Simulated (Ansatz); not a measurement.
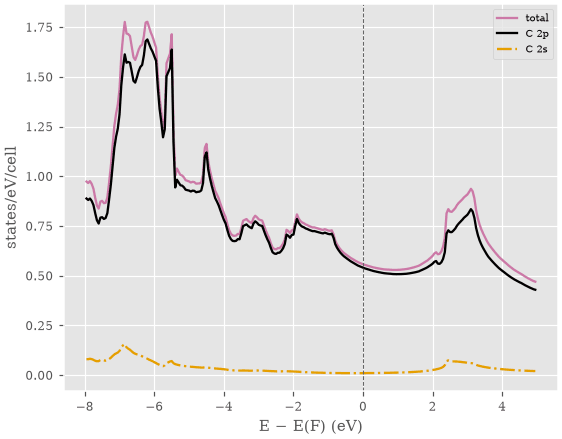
Figure. Total and projected density of states of C in space group I4_1/amd (No. 141; C on 8e), PBE (plane waves, PAW; program Ansatz)

Problem. Which orbitals carry the states next to the Fermi level?

Solution. Within 0.5 eV of the Fermi level: C 2p 97 %. Projections are on Löwdin-orthogonalised atomic valence shells; empty p or d shells of many metals are not among them.

Problem. Where is the tallest occupied peak in this window, and what makes it?

Solution. Near -6.2 eV, about 1.8 states/eV per cell; the largest projected share is C 2p.

The start of the workflow was typed in or built on a structure type; the Crystallography Open Database files this formula in space group No. 141, but the cells were not matched. It is not the phase usual at ambient conditions (space group No. 194, 227). The PBE relaxation kept the symmetry of its start; its stability against distortions is not shown here.

Potentials: the earlier of the program's two PAW sets.
